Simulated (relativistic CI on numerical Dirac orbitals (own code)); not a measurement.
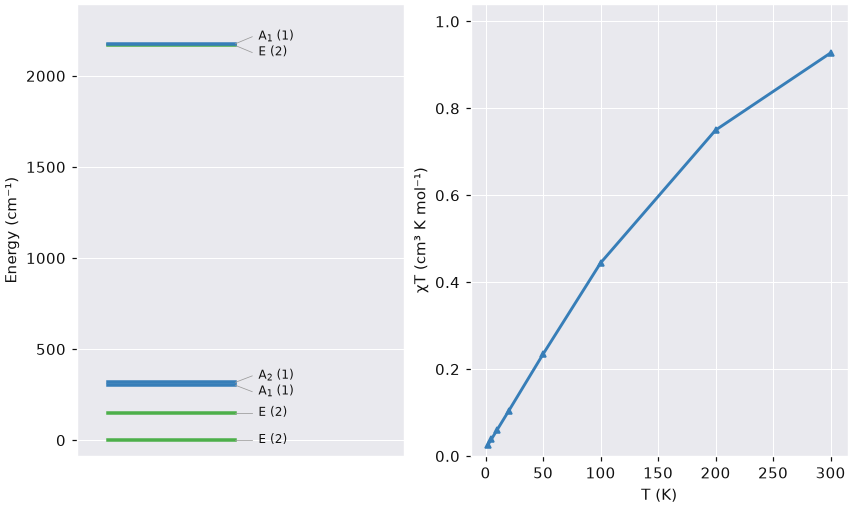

V³⁺ (3d²) in a field of D3d symmetry with 10Dq = 10,950, Dσ = −590, Dτ = 330 cm⁻¹. Labels give the double-group representation and, in brackets, the degeneracy; the lowest 6 of 30 levels are drawn. Method of calculation: relativistic CI on Dirac orbitals, KLI exchange-only orbitals, Breit term, model QED, valence Slater integrals scaled by 0.85. One open-shell configuration in a parametric field without covalency; powder susceptibility by Van Vleck's formula.

What does the figure show?

Answer. The free ion's lowest level is ³F₂. The ground level is E, a doublet, with total spin S = 1.00 (from expectation values). The next level lies at 149 cm⁻¹ (E). The field lowers the ground state by 9,020 cm⁻¹ against the free ion. χT is 0.0255 cm³ K mol⁻¹ at 2 K, 0.235 at 50 K and 0.927 at 300 K, an effective moment of 2.72 μB at room temperature.
